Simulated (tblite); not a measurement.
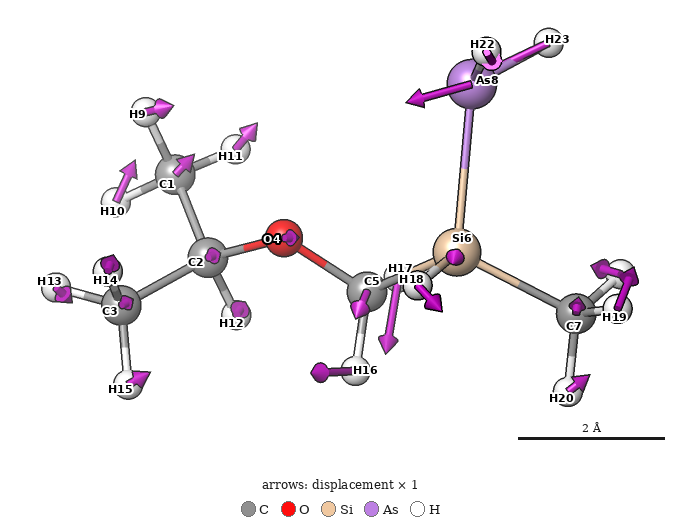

A relaxation of C5H15AsOSi. The starting structure is drawn; purple arrows show the displacements, at their true length. The two geometries are superimposed by the best rigid fit.

The picture is a ball-and-stick view, seen at a tilt.

Method: tblite, GFN2-xTB geometry optimisation, gas phase. 

> What did the optimiser do to the structure, and how much energy did it gain?

The atom that moves furthest after the best rigid fit is an H atom (1.45 Å). Largest moves by element: H 1.45 Å, As 0.97 Å, C 0.59 Å, Si 0.36 Å, O 0.30 Å. Some distances before and after: As–O 3.530 → 2.765 Å, C–Si 1.861 → 1.925 Å, C–C 1.478 → 1.525 Å, As–H 1.541 → 1.496 Å. Bond angles that change, for instance: H–As–H 113.6° → 88.8°, Si–As–H 113.8° → 91.9°, Si–As–H 109.5° → 94.0°. Groups turn about C–Si by about 55°, C–O by about 40°, C–C by about 25°. After 173 geometry steps the energy has fallen by 1.703 eV.
